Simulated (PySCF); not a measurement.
# AlH3Cl− (SMILES [H][Al-]([H])([H])[Cl]), step by step

Wanted: a geometry optimisation (revPBE0-D3(op)/def2-mTZVP), then the energy (DF-CCSD(T)/6-311G), then quasiparticle energies (G0W0@APF/6-31++G**) of AlH3Cl−. Input form: a Python script.

The results are computed with PySCF 2.14.0.

1 further run of the same task is left out (for a faulty analytic Hessian).

## 1. The molecule

The species is AlH3Cl− (5 atoms), meant as a singlet with charge -1. As SMILES, `[H][Al-]([H])([H])[Cl]`. All atoms were displaced at random from a relaxed shape. The run starts from this shape.

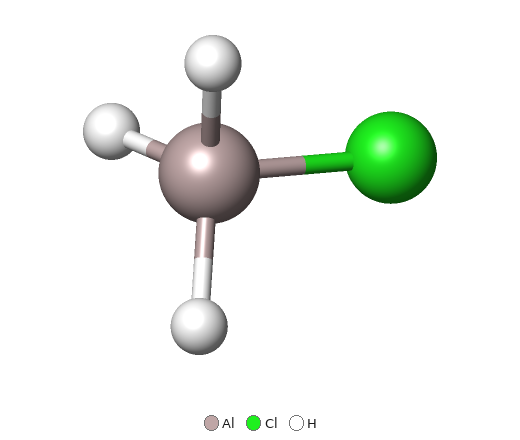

Viewed from a chosen angle; aluminium light grey, chlorine green, hydrogen white.

## 2. A geometry optimisation at revPBE0-D3(op)/def2-mTZVP (density fitting with cc-pvqz-jkfit) (run 1)

Input file start.xyz:

```xyz
5
AlClH3
Al    -0.101155    -0.029347    -0.230218
Cl     0.005162    -0.051344     1.865874
H      1.565053    -0.033541    -0.712751
H     -0.910966     1.421034    -0.613925
H     -0.750320    -1.309196    -0.703186
```

Input file calc.py:

```python
from pyscf import gto, dft
from pyscf.geomopt.geometric_solver import kernel as optimise

mol = gto.M(
    atom='start.xyz',
    basis='def2-mtzvp',
    spin=0,
    max_memory=1860,
    verbose=3,
    charge=-1,
)

mf = dft.RKS(mol)
mf.xc = 'revpbe0'
mf = mf.density_fit(auxbasis='cc-pvqz-jkfit')
mf.disp = 'd3op'
converged, mol_eq = optimise(mf, maxsteps=100, convergence_set='GAU_TIGHT')
print('converged:', converged)
print(mol_eq.tostring())

mf.reset(mol_eq)
mol = mol_eq
mf.kernel()
e_final = mf.e_tot
print('E(%s) = %.9f' % ('REVPBE0', e_final))
```

The run is started by

```bash
$ OMP_NUM_THREADS=1 python calc.py
```

The log of the run:

```text
convergence_set           GAU_TIGHT
[... 26 lines left out ...]
> Convergence Criteria:
[... 19 lines left out ...]
converged SCF energy = -704.421232671423
[... 41 lines left out ...]
converged SCF energy = -704.433330160271
[... 62 lines left out ...]
converged SCF energy = -704.433551287441
[... 62 lines left out ...]
converged SCF energy = -704.43355142071
[... 53 lines left out ...]
Converged! =D
[... 1 line left out ...]
converged: True
Al         -0.04200676        0.00474675       -0.23564583
Cl         -0.00071954       -0.06289635        2.01819449
H           1.50634560        0.03609849       -0.75455930
H          -0.84338725        1.35952113       -0.67151230
H          -0.81595776       -1.33723469       -0.75312252
converged SCF energy = -704.433551421869
E(REVPBE0) = -704.433551422
```

It took 60 s on 1 thread of Intel Xeon at 2.50GHz (Skylake/Cascade Lake), shared host; peak memory 0.56 GiB.

Step by step:

| step | energy from the first frame kept (eV) | largest force (eV/Å) |
| --- | --- | --- |
| 0 | 0.0000 | 2.6823 |
| 1 | -0.3023 | 0.8626 |
| 2 | -0.3292 | 0.3472 |
| 3 | -0.3344 | 0.1564 |
| 4 | -0.3351 | 0.0513 |
| 5 | -0.3352 | 0.0076 |
| 6 | -0.3352 | 0.0007 |
| 7 | -0.3352 | 0.0004 |
| 8 | -0.3352 | 0.0005 |
| 9 | -0.3352 | 0.0001 |
| 10 | -0.3352 | 0.0003 |

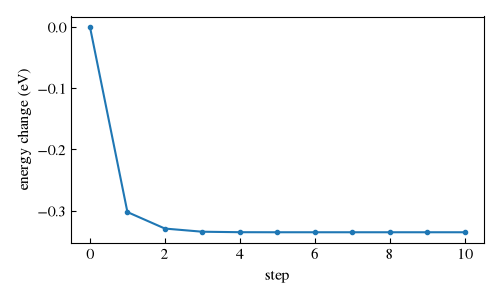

Energy along the run.

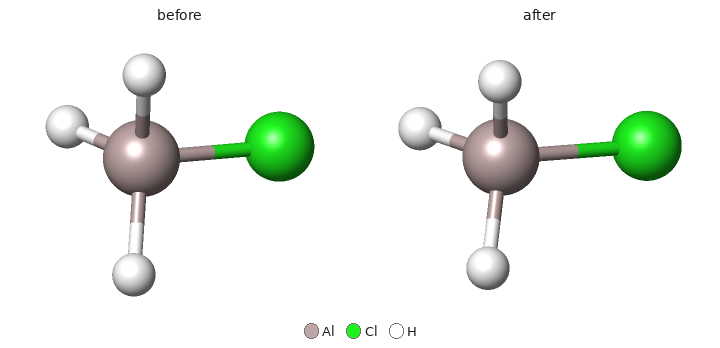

Before and after, at one scale.

After the run. Bond lengths: Al1–Cl2 2.255 Å, Al1–H3 1.633 Å, Al1–H4 1.633 Å, Al1–H5 1.633 Å. Angles: Cl2–Al1–H3 107.5°, Cl2–Al1–H4 107.5°, Cl2–Al1–H5 107.5°, H3–Al1–H4 111.4°, H3–Al1–H5 111.4°, H4–Al1–H5 111.4°.

## 3. The energy at DF-CCSD(T)/6-311G (density fitting with cc-pvdz-jkfit) (run 3)

Input file run.py:

```python
from pyscf import gto, cc

mol = gto.M(
    atom=[
    ('Al', (-0.042007, 0.004747, -0.235646)),
    ('Cl', (-0.000720, -0.062896, 2.018194)),
    ('H', (1.506346, 0.036098, -0.754559)),
    ('H', (-0.843387, 1.359521, -0.671512)),
    ('H', (-0.815958, -1.337235, -0.753123)),
],
    max_memory=1860,
    basis='6-311g',
    charge=-1,
    verbose=4,
    spin=0,
)

calc0 = mol.RHF()
calc0 = calc0.density_fit(auxbasis='cc-pvdz-jkfit')
calc0.kernel()

mycc = cc.CCSD(calc0, frozen=10).density_fit()
mycc.kernel()
e_t = mycc.ccsd_t()
etot = mycc.e_tot + e_t
print('E(%s) = %.9f' % ('DF-CCSD(T)', etot))
calc0.analyze()
```

The run is started by

```bash
$ OMP_NUM_THREADS=1 python run.py
```

The log of the run:

```text
PySCF version 2.14.0

[... 88 lines left out ...]
Nuclear Repulsion Energy =              73.628307474790560
[... 12 lines left out ...]
MO #7   energy= -4.70995716282255  occ= 2
[... 10 lines left out ...]
MO #18  energy= 0.241752467986542  occ= 0
[... 10 lines left out ...]
MO #29  energy= 0.692204059208042  occ= 0
[... 10 lines left out ...]
MO #40  energy= 2.90520719721072   occ= 0
[... 10 lines left out ...]
MO #51  energy= 219.273062605284   occ= 0
[... 60 lines left out ...]
WARN: System has nonzero charge -1; the dipole moment is origin-dependent.
Location of origin: [0. 0. 0.]

Dipole moment(X, Y, Z, Debye):  0.12627,  0.10106, -2.99100
```

Run time: 6.6 s. Hardware: 1 thread of Intel Xeon at 2.50GHz (Skylake/Cascade Lake), shared host; peak memory 0.14 GiB.

## 4. Quasiparticle levels at G0W0@APF/6-31++G(d,p) (density fitting with def2-universal-jkfit, spherical functions) (run 4)

Input file job.py:

```python
from pyscf import gto, dft, gw

molecule = gto.Mole()
molecule.atom = [
    ('Al', (-0.042007, 0.004747, -0.235646)),
    ('Cl', (-0.000720, -0.062896, 2.018194)),
    ('H', (1.506346, 0.036098, -0.754559)),
    ('H', (-0.843387, 1.359521, -0.671512)),
    ('H', (-0.815958, -1.337235, -0.753123)),
]
molecule.basis = '6-31++g**'
molecule.max_memory = 1860
molecule.charge = -1
molecule.verbose = 4
molecule.build()

ks = dft.RKS(molecule, xc='apf')
ks = ks.density_fit(auxbasis='def2-universal-jkfit')
ks.kernel()

e_tot = ks.e_tot
print(f'total energy: {e_tot:.8f} hartree')

nocc = molecule.nelec[0]
orbs = list(range(max(0, nocc - 2), min(molecule.nao, nocc + 2)))
mygw = gw.GW(ks, freq_int='ac')
mygw.orbs = orbs
mygw.kernel()
print('orbital   mean field (eV)   quasiparticle (eV)')
for p in orbs:
    print('%4d %12.4f %12.4f' % (p + 1, ks.mo_energy[p] * 27.211386, mygw.mo_energy[p] * 27.211386))
```

The run is started by

```bash
$ OMP_NUM_THREADS=1 python job.py
```

The log of the run:

```text
PySCF version 2.14.0

[... 69 lines left out ...]
converged SCF energy = -704.323789526835
total energy: -704.32378953 hartree
[... 5 lines left out ...]
off-diagonal self-energy = False
[... 2 lines left out ...]
outcore for self-energy= False
[... 3 lines left out ...]
imaginary frequency cutoff = 5.0
[... 18 lines left out ...]
WARN: GW QP energies may not be sorted from min to max

orbital   mean field (eV)   quasiparticle (eV)
  16      -2.6311      -4.5962
  17      -2.6310      -4.5961
  18       3.9593       5.1318
  19       4.1522       5.3422
```

Run time: 11 s. Hardware: 1 thread of Intel Xeon at 2.50GHz (Skylake/Cascade Lake), shared host; peak memory 0.3 GiB.

## 5. Results

```
                                                                               quantity          value
                              run 1, revPBE0-D3(op)/def2-mTZVP: total energy at the end  -704.43355 Eh
                                          run 1, revPBE0-D3(op)/def2-mTZVP: HOMO energy       -2.58 eV
                                          run 1, revPBE0-D3(op)/def2-mTZVP: LUMO energy        5.32 eV
run 1, revPBE0-D3(op)/def2-mTZVP: HOMO–LUMO gap (to an unbound level, set by the basis)        7.91 eV
                                    run 1, revPBE0-D3(op)/def2-mTZVP: dispersion energy  -11.47 kJ/mol
                                                 run 3, DF-CCSD(T)/6-311G: total energy  -703.35874 Eh
                          run 3, DF-CCSD(T)/6-311G: HOMO energy (Hartree–Fock orbitals)       -5.86 eV
                          run 3, DF-CCSD(T)/6-311G: LUMO energy (Hartree–Fock orbitals)        6.58 eV
        run 3, DF-CCSD(T)/6-311G: HOMO–LUMO gap (to an unbound level, set by the basis)       12.44 eV
                 run 3, DF-CCSD(T)/6-311G: correlation energy (10 core orbitals frozen)     -124.6 mEh
                                               run 3, DF-CCSD(T)/6-311G: (T) correction      -2.20 mEh
                                                run 3, DF-CCSD(T)/6-311G: T1 diagnostic          0.010
                           run 4, G0W0@APF/6-31++G**: ground-state or mean-field energy  -704.32379 Eh
                        run 4, G0W0@APF/6-31++G**: HOMO energy (APF Kohn–Sham orbitals)       -2.63 eV
                        run 4, G0W0@APF/6-31++G**: LUMO energy (APF Kohn–Sham orbitals)        3.96 eV
       run 4, G0W0@APF/6-31++G**: HOMO–LUMO gap (to an unbound level, set by the basis)        6.59 eV
                                          run 4, G0W0@APF/6-31++G**: quasiparticle HOMO       -4.60 eV
                                          run 4, G0W0@APF/6-31++G**: quasiparticle LUMO        5.13 eV
```

The optimisation (run 1, revPBE0-D3(op)/def2-mTZVP) took 10 steps and changed the energy by -0.335 eV. The triples (run 3, DF-CCSD(T)/6-311G) make up 1.8 % of the correlation energy.
